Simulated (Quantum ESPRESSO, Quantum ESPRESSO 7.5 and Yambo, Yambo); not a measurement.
## BaTiO3 (P4mm): G0W0 on several meshes in Yambo

How does the mesh move the gap of BaTiO3 (P4mm)?

Method: PBE and many-body steps on it, plane waves, in Quantum ESPRESSO 7.5 and Yambo 5.3.0.

## Step 1: The structure

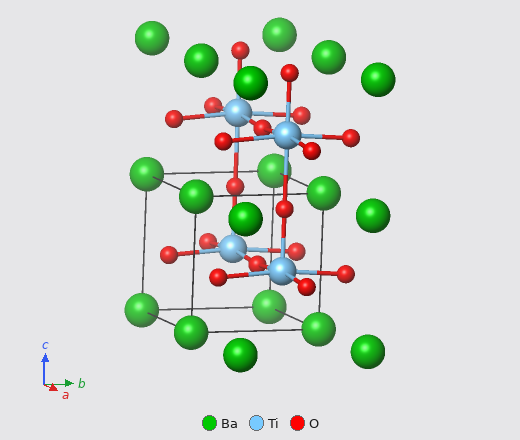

Start, viewed slightly off an axis; barium green, titanium blue, oxygen red. 2×1×2 cells are drawn. Some periodic images of atoms are drawn too.

The cell and positions come from the Crystallography Open Database and are kept as given unless a step says otherwise. Spin-orbit coupling is left out unless a step names it.

## Step 2: Empty states on the mesh, 4×4×4 mesh, 287 bands

This step: Quantum ESPRESSO 7.5; DFT, PBE, plane waves, norm-conserving pseudopotentials.

The sums over transitions need many empty states on a uniform mesh; this step solves for them.

Contents of pw.in:

```
&control
  calculation = 'nscf'
  prefix = 'x'
  outdir = 'o'
  pseudo_dir = 'pseudo'
/
&system
  ibrav = 0
  nat = 5
  ntyp = 3
  ecutwfc = 76.0
  nbnd = 287
  force_symmorphic = .true.
/
&electrons
  conv_thr = 1e-9
  electron_maxstep = 80
  diago_full_acc = .true.
  diago_thr_init = 5e-6
/
ATOMIC_SPECIES
  Ba 137.33 Ba.upf
  Ti 47.867 Ti.upf
  O 15.999 O.upf
CELL_PARAMETERS angstrom
  3.9904800000 0.0000000000 0.0000000000
  0.0000000000 3.9904800000 0.0000000000
  0.0000000000 0.0000000000 4.0230300000
ATOMIC_POSITIONS crystal
  Ba 0.0000000000 0.0000000000 0.0000000000
  Ti 0.5000000000 0.5000000000 0.5220000000
  O 0.5000000000 0.5000000000 0.9790000000
  O 0.5000000000 0.0000000000 0.4880000000
  O 0.0000000000 0.5000000000 0.4880000000
K_POINTS automatic
  4 4 4 0 0 0
```

Run with:

```sh
> OMP_NUM_THREADS=1 mpirun -n 4 pw.x -nk 4 -in pw.in > pw.out
```

The program printed:

```text
Program PWSCF v.7.5 starts

     This program is part of the open-source Quantum ESPRESSO suite
     for quantum simulation of materials; please cite
         "P. Giannozzi et al., J. Phys.:Condens. Matter 21 395502 (2009);
         "P. Giannozzi et al., J. Phys.:Condens. Matter 29 465901 (2017);
         "P. Giannozzi et al., J. Chem. Phys. 152 154105 (2020);
     in publications or presentations arising from this work. More details at

     Atomic positions and unit cell read from directory:
     o/x.save/

     Message from routine setup:
[...]
52.2417  52.2417  54.2265  54.5769  54.5769  55.3029  55.3029  56.0633
     [... 24 further rows ...]
   145.3299 145.5824 145.5824 145.8906 147.1656 147.1656 147.4259 148.2985
   148.7008 148.7008 148.7238 149.0941 149.4812 149.4812 149.4856

          k = 0.0000 0.2500 0.0000 (  4821 PWs)   bands (ev):

     [... further k-points ...]

     highest occupied, lowest unoccupied level (ev):    10.4956   12.3468

     XML data file, pseudopotentials, collected wavefunctions

=------------------------------------------------------------------------------=
   JOB DONE.
=------------------------------------------------------------------------------=
```

Wall time 79 s (4 MPI ranks of Arm Neoverse V2, shared host); peak memory 0.71 GiB; 5.2 min of CPU time.

This step gave:

```
gap                                                           : 1.851 eV
k of the valence top                                          : -0.5, -0.5, -0.5
k of the conduction bottom                                    : 0, 0, 0
least direct gap                                              : 2.222 eV
k points computed                                             : 18
lowest point of the top converged band, above the valence top : 134.6930 eV
```

On this mesh the gap is 1.851 eV.

The density comes from a self-consistent run that is not shown.

## Step 3: Conversion and set-up

This step: Yambo 5.3.0; conversion and set-up on PBE, plane waves, norm-conserving pseudopotentials.

The states are converted to the many-body program's format and the q mesh is built.

Run with:

```sh
> (cd o/x.save; p2y > p2y.log; mv SAVE ../..); yambo > setup.log
```

The program printed:

```text
 Yambo, version 5.3.0

 [02] CORE Variables Setup
 =========================

  [02.01] Unit cells
  ==================

  Cell kind             :  Unknown
  Atoms in the cell     :  Ba  Ti  O
  number of Ba atoms    :  1
  number of Ti atoms    :  1
  number of O  atoms    :  3

  List of atomic masses
  Mass of Ba    :  137.3300
  Mass of Ti    :  47.86700
  Mass of O     :  15.99900

  List of atomic coordinates    : [cc]
  Ba1       :  0.000000  0.000000  0.000000  order 1
  Ti1       :  3.770457  3.770457  3.968466  order 2
[...]
K/Q-points units:
 rlu = crystal or reduced units; cc = cartesian coordinates; iku = interal k-units

 Q [ 1]         [rlu]:  0.000000  0.000000  0.000000
 Q [ 2]         [rlu]:  0.000000  0.000000  0.250000
 Q [ 3]         [rlu]:  0.000000  0.000000 -0.500000
[...]
Q [ 8]         [rlu]:  0.000000 -0.500000  0.250000
 Q [ 9]         [rlu]:  0.000000 -0.500000 -0.500000
 Q [10]         [rlu]:  0.250000  0.250000  0.000000
     [... 6 further rows ...]
 Q [17]         [rlu]: -0.500000 -0.500000  0.250000
 Q [18]         [rlu]: -0.500000 -0.500000 -0.500000

  [03.01] X indexes
  =================

   [03.01.01] Sigma indexes
   ========================

 [06] Game Over & Game summary
```

It took 3 s on 1 MPI rank; peak memory 0.25 GiB.

## Step 4: 4×4×4

G0W0 replaces the xc potential by the self-energy, built once from these orbitals. Only a window of levels is corrected, while the sums run over the empty bands that the input names.

This step: G0W0 on PBE, plane waves, norm-conserving pseudopotentials.

Contents of gw2.in:

```
HF_and_locXC
gw0
dyson
ppa
em1d
rim_cut
RandQpts= 1000000
RandGvec= 1 RL
EXXRLvcs= 76 Ry
VXCRLvcs= 304 Ry
Chimod= "HARTREE"
% BndsRnXp
 1 | 129 |
%
NGsBlkXp= 10 Ry
% LongDrXp
 1 | 1 | 1 |
%
% GbndRnge
 1 | 129 |
%
DysSolver= "n"
ExtendOut
PPAPntXp= 27.21138 eV
% QPkrange
 18 | 18 | 19 | 22 |
 1 | 1 | 19 | 22 |
%
```

Run with:

```sh
> OMP_NUM_THREADS=1 mpirun -n 4 yambo -F gw2.in -J gw2 -C gw2 > gw2.log
```

The program printed:

```text
 Yambo, version 5.3.0

 [02] CORE Variables Setup
 =========================

  [... cell, symmetries and grids as in the set-up ...]

  [02.05] Energies & Occupations
  ==============================

  [X] === General ===
  [X] Electronic Temperature                        :  0.000000  0.000000 [eV K]
  [X] Bosonic    Temperature                        :  0.000000  0.000000 [eV K]
  [X] Finite Temperature mode                       : no
  [X] El. density                                   :  0.62439E+24 [cm-3]
  [X] Fermi Level                                   :  10.49564 [eV]

  [X] === Gaps and Widths ===
  [X] Conduction Band Min                           :  1.851171 [eV]
  [X] Valence Band Max                              :  0.000000 [eV]
  [X] Filled Bands                                  :  20
  [X] Empty Bands                                   :   21  287
  [X] Direct Gap                                    :  2.221732 [eV]
  [X] Direct Gap localized at k                     :  1
  [X] Indirect Gap                                  :  1.851171 [eV]
  [X] Indirect Gap between kpts                     :  18   1
  [X] Last valence band width                       :  0.967689 [eV]
  [X] 1st conduction band width                     :  2.396446 [eV]

 [03] Transferred momenta grid and indexing
 ==========================================

 IBZ Q-points                                      :  18
 BZ  Q-points                                      :   64

 K/Q-points units:
 rlu = crystal or reduced units; cc = cartesian coordinates; iku = interal k-units

 Q [ 1]         [rlu]:  0.000000  0.000000  0.000000
 Q [ 2]         [rlu]:  0.000000  0.000000  0.250000
 Q [ 3]         [rlu]:  0.000000  0.000000 -0.500000
 Q [ 4]         [rlu]:  0.000000  0.250000  0.000000
 Q [ 5]         [rlu]:  0.000000  0.250000  0.250000
 Q [ 6]         [rlu]:  0.000000  0.250000 -0.500000
 Q [ 7]         [rlu]:  0.000000 -0.500000  0.000000
 Q [ 8]         [rlu]:  0.000000 -0.500000  0.250000
 Q [ 9]         [rlu]:  0.000000 -0.500000 -0.500000
 Q [10]         [rlu]:  0.250000  0.250000  0.000000
     [... 6 further rows ...]
 Q [17]         [rlu]: -0.500000 -0.500000  0.250000
 Q [18]         [rlu]: -0.500000 -0.500000 -0.500000

 [04] Coloumb potential Random Integration (RIM)
 ===============================================

  [04.01] RIM initialization
  ==========================

  * Diagonal components only detected *

  8 x (sBL volume)        :  0.071722 [a.u.]
  sBZ random points       :  1000000
  Points outside the sBZ  :   7992674
  RL volume               :  0.573772 [a.u.]
  Integrated volume       :  0.574298 [a.u.]

  [04.02] RIM integrals
  =====================

  Gamma point sphere radius             :  0.075365 [a.u.]
  Points outside the sphere             :   799811
  [Int_sBZ(q=0) 1/q^2]*(Vol_sBZ)^(-1/3) =:  7.678270
                                 should be <:  7.795600

  Summary of Coulomb integrals for non-metallic bands |Q|[au] RIM/Bare

  Q [1] 0.100000E-4 0.984949 * Q [2] 0.206618 1.046119
  Q [4] 0.208303 1.052505 * Q [5] 0.293396 1.049018
  Q [10] 0.294585 1.050977 * Q [11] 0.359821 1.035731
  Q [3] 0.413236 1.019402 * Q [7] 0.416606 1.019496
  Q [6] 0.462768 1.018035 * Q [8] 0.465029 1.017337
  Q [13] 0.465780 1.017829 * Q [12] 0.507488 1.016008
  Q [14] 0.509551 1.015385 * Q [9] 0.586792 1.011894
  Q [16] 0.589170 1.011790 * Q [15] 0.622667 1.010825
  Q [17] 0.624350 1.010447 * Q [18] 0.719643 1.008389

 [WARNING] [Xp] User bands 1-129 break level degeneracy

 [05] Dipoles
 ============

  [05.01] Setup: observables and procedures
  =========================================

  [WARNING] [x,Vnl] slows the Dipoles computation. To neglect it rename the ns.kb_pp file

 [06] Dynamic Dielectric Matrix (PPA)
 ====================================

 [WR./gw2//ndb.pp]---------------------------------------------------------------
  Brillouin Zone Q/K grids (IBZ/BZ)                :   18   64   18   64
  RL vectors                                       :   5983 [WF]
[...]
X matrix size                                    :  253
  X band range                                     :    1  129
  X e/h energy range                               : -1.000000 -1.000000 [eV]
  X Time ordering                                  : R
  X Hxc Kernel                                     : HARTREE
  X Drude frequency                                :  0.000000  0.000000
  X poles                                          :  100.0000 [o/o]
  RL vectors in the sum                            :   5983
  [r,Vnl] included                                 : yes
  Field direction                                  :  0.577350E-5  0.577350E-5  0.577350E-5
  BZ energy Double Grid                            : no
  BZ energy DbGd points                            : 0
  BZ Q point size factor                           : -1.000000
  X Optical Averaged directions                    : none

 [07] Local Exchange-Correlation + Non-Local Fock
 ================================================

 [VXC] Plane waves :   38715
 [EXS] Plane waves :   4897

 QP @ state[ 1 ] K range:  1  1
 QP @ state[ 1 ] b range:  19  22
 QP @ state[ 2 ] K range:  18  18
 QP @ state[ 2 ] b range:  19  22

 [xc] Functional : Perdew, Burke & Ernzerhof(X)+Perdew, Burke & Ernzerhof(C)
 [xc] LIBXC used to calculate xc functional
  PP Number of Atomic Species                      :  3
  NLCC RL compoments                               :   38715
  PP Number of Atomic Species                      :  3
  NLCC RL compoments                               :   38715

 [xc] E_xc :  -21.67922 [Ha]
      E_xc :  -43.35844 [Ry]

  Local XC kind (lXC) : Perdew, Burke & Ernzerhof(X)+Perdew, Burke & Ernzerhof(C)
  Non-Local XC kind (nlXC) : Hartree-Fock

  Corrections @ K [1] :  [eV]
 <19|nlXC|19> = -24.43206  0.17587E-16 <19|lXC|19> = -20.00498 -0.37763E-15
 <20|nlXC|20> = -24.43191 -0.27935E-17 <20|lXC|20> = -20.00498 -0.18882E-15
 <21|nlXC|21> = -11.39896  0.23850E-17 <21|lXC|21> = -18.77475  0.000000
 <22|nlXC|22> = -12.09061 -0.10896E-17 <22|lXC|22> = -19.06031  0.37763E-15

  Corrections @ K [18] :  [eV]
 <19|nlXC|19> = -24.90329  0.24303E-16 <19|lXC|19> = -19.96286 -0.37763E-15
 <20|nlXC|20> = -24.96123  0.24942E-17 <20|lXC|20> = -20.00654  0.18882E-15
 <21|nlXC|21> = -13.09651 -0.83928E-18 <21|lXC|21> = -21.85264  0.000000
 <22|nlXC|22> = -13.21928  0.47049E-18 <22|lXC|22> = -21.85357 -0.18882E-15

  [07.01] Hartree-Fock occupations report
  =======================================

  [Hartree-Fock] === General ===
  [Hartree-Fock] Electronic Temperature             :  0.000000  0.000000 [eV K]
  [Hartree-Fock] Bosonic    Temperature             :  0.000000  0.000000 [eV K]
  [Hartree-Fock] Finite Temperature mode            : no
  [Hartree-Fock] El. density                        :  0.62439E+24 [cm-3]
  [Hartree-Fock] Fermi Level                        :  10.49564 [eV]

  [Hartree-Fock] === Gaps and Widths ===
  [Hartree-Fock] Conduction Band Min                :  1.925171 [eV]
  [Hartree-Fock] Valence Band Max                   : -0.036277 [eV]
  [Hartree-Fock] Filled Bands                       :  20
  [Hartree-Fock] Empty Bands                        :   21  287
  [Hartree-Fock] Direct Gap                         :  2.473257 [eV]
  [Hartree-Fock] Direct Gap localized at k          :  2
  [Hartree-Fock] Indirect Gap                       :  1.961449 [eV]
  [Hartree-Fock] Indirect Gap between kpts          :  17   2
  [Hartree-Fock] Last valence band width            :  4.918411 [eV]
  [Hartree-Fock] 1st conduction band width          :  11.07858 [eV]

 [08] Dyson equation: Newton solver
 ==================================

  [08.01] G0W0 (W PPA)
  ====================

  [  GW  ] Bands range     :    1  129
  [GW/PPA] G damping       :  0.100000 [eV]

  QP @ state[ 1 ] K range:  1  1
  QP @ state[ 1 ] b range:  19  22
  QP @ state[ 2 ] K range:  18  18
  QP @ state[ 2 ] b range:  19  22

   Sc/G bands                                       :    1  129
   Sc/G damping                                     :  0.100000 ev
   Sc bands terminator                              : no
   Sx RL components                                 :   4897

   QP @ state[ 1 ] K range                          :  1  1
   QP @ state[ 1 ] b range                          :  19  22
   QP @ state[ 2 ] K range                          :  18  18
   QP @ state[ 2 ] b range                          :  19  22
   GF energies kind                                 : Perdew, Burke & Ernzerhof(X)+Perdew, Burke & Ernzerhof(C)
   GF WF`s kind                                     : Perdew, Burke & Ernzerhof(X)+Perdew, Burke & Ernzerhof(C)
   Xs energies kind                                 : Perdew, Burke & Ernzerhof(X)+Perdew, Burke & Ernzerhof(C)
   Xs WF`s kind                                     : Perdew, Burke & Ernzerhof(X)+Perdew, Burke & Ernzerhof(C)

 [11] Game Over & Game summary
```

The job ended after 4.1 min (4 MPI ranks; peak memory 2.1 GiB; 16 min of CPU time).

This step gave:

```
G0W0 gap on the points computed              : 3.334 eV
starting gap on the mesh                     : 1.851 eV
k of the valence top                         : -0.5, -0.5, -0.5
k of the conduction bottom                   : 0, 0, 0
least direct G0W0 gap on the computed points : 3.717 eV
Z at the valence top                         : 0.7641
Z at the conduction bottom                   : 0.7786
```

The gap on the mesh goes from 1.85 eV to 3.33 eV, a correction of +1.48 eV.

## Step 5: Empty states on the mesh, 2×2×2 mesh, 129 bands

This step: Quantum ESPRESSO 7.5; DFT, PBE, plane waves, norm-conserving pseudopotentials.

Edit pw.in of step 2 so:

```diff
@@ -11,3 +11,3 @@
   ecutwfc = 76.0
-  nbnd = 287
+  nbnd = 129
   force_symmorphic = .true.
@@ -35,2 +35,2 @@
 K_POINTS automatic
-  4 4 4 0 0 0
+  2 2 2 0 0 0
```

Run with:

```sh
> OMP_NUM_THREADS=1 mpirun -n 4 pw.x -nk 4 -in pw.in > pw.out
```

The program printed:

```text
[banner, memory and clock lines left out]
Program PWSCF v.7.5 starts

     Atomic positions and unit cell read from directory:
     o/x.save/

     Message from routine setup:
     using ibrav=0 with symmetry is DISCOURAGED, use correct ibrav instead

     G-vector sticks info

     bravais-lattice index     =            0
     lattice parameter (alat)  =       7.5409  a.u.
     unit-cell volume          =     432.3148 (a.u.)^3
     number of atoms/cell      =            5
     number of atomic types    =            3
     number of electrons       =        40.00
[...]
84.5331

          k = 0.0000 0.0000-0.4960 (  4846 PWs)   bands (ev):

[...]
[... 5 further rows ...]
[...]
84.2313

          k = 0.0000-0.5000 0.0000 (  4868 PWs)   bands (ev):

[...]
52.3635  52.4589  53.6814  54.6872  54.6885  54.7440  55.3754  56.1551
     [... 5 further rows ...]
    80.2722  80.3594  80.8614  81.4141  82.2903  83.2132  83.7392  83.7855
    84.1717

          k = 0.0000-0.5000-0.4960 (  4828 PWs)   bands (ev):

     [... further k-points ...]

     highest occupied, lowest unoccupied level (ev):    10.4956   12.3468

     XML data file, pseudopotentials, collected wavefunctions
```

It took 10 s on 4 MPI ranks; peak memory 0.43 GiB.

Numbers from this step:

```
gap                                                           : 1.851 eV
k of the valence top                                          : -0.5, -0.5, -0.5
k of the conduction bottom                                    : 0, 0, 0
least direct gap                                              : 2.222 eV
k points computed                                             : 6
lowest point of the top converged band, above the valence top : 71.9660 eV
```

On this mesh the gap is 1.851 eV.

(Continued in part 2 of 2.)

[Paths, hosts, dates, memory and timing lines, banners, echoed tables and standing remarks are left out of the program output.]

[Logs are printed without paths, hosts, clocks, repeated set-up lines and the standing remarks that a program may print on its own settings, such as how far it seeks lower states.]

[Runs of the session that timed out or met a known fault of the program may be left out.]

[Hosts, paths, dates, database ids (printed as entryN), source tags and the programs' standing remarks are cut or masked in the printed files.]
